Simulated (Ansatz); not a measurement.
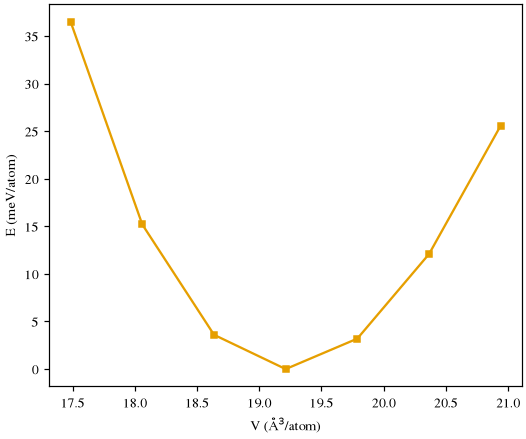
Ga (α-Ga, Cmce) under volume change, r²SCAN (plane waves, PAW; program Ansatz), shape and atoms relaxed at each volume.

Question: What does a third-order Birch–Murnaghan fit give for V₀, B₀ and B′?

Answer: V₀ = 19.21 Å³/atom, B₀ = 62.5 GPa, B′ = 4.9.

The cell was relaxed with r²SCAN under the symmetry of its start; of distortions, only those at the zone centre were tested.

Potentials: the later of the program's two PAW sets.
